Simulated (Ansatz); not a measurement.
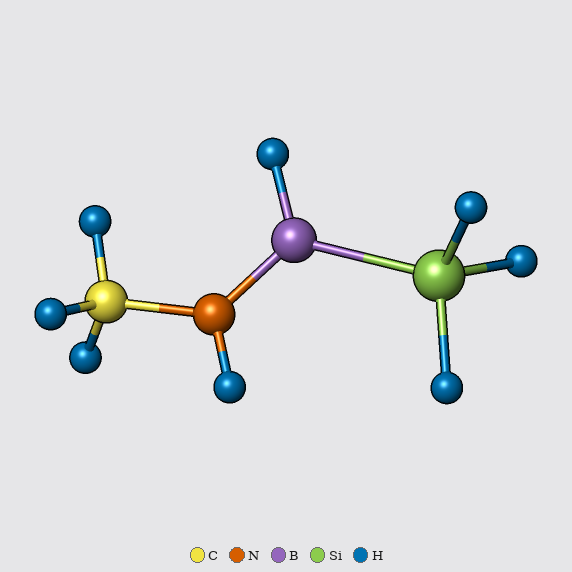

Simulated data, not a measurement (program: Ansatz).

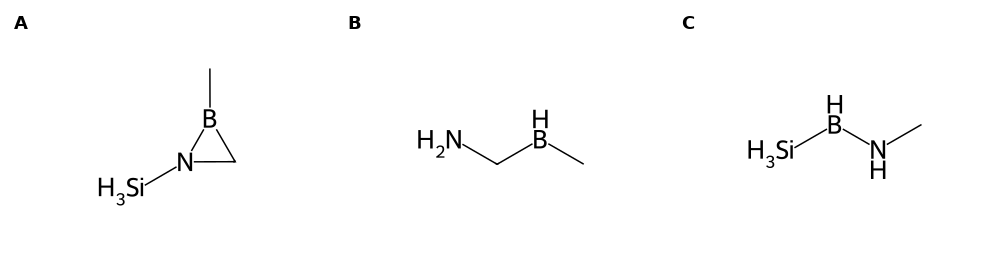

### Which structural formula matches the 3D model?

C, `CNB[SiH3]`.
